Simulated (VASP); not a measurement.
Band structure of ErS (space group Fm-3m). Calculation: PBEsol GGA, VASP's PBE PAW potentials (set 64) (plane waves; VASP).

The 4f electrons are frozen in the core of the lanthanide potential, so 4f levels, which can set the real gap, and their magnetism are missing.

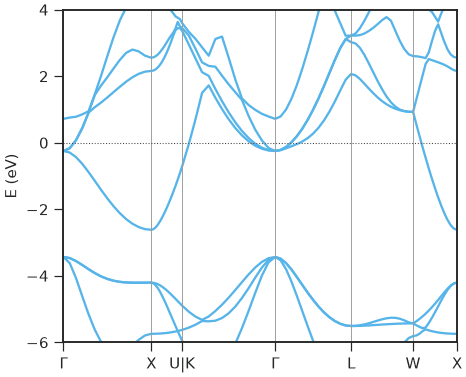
*Bands along high-symmetry lines, zero at the valence-band maximum or, without a gap, the Fermi level*

Q: Read the plot: is there a gap, and where are the band edges?

A: It has no gap at this level: it comes out as a metal or semimetal. (Edges off the drawn lines would not show.)

The structure comes from a measured ErS entry (Fm-3m) of the Crystallography Open Database, whose conditions weren't checked. It was relaxed first. The electron count is odd and the run is not spin-polarised, which forces a metal.
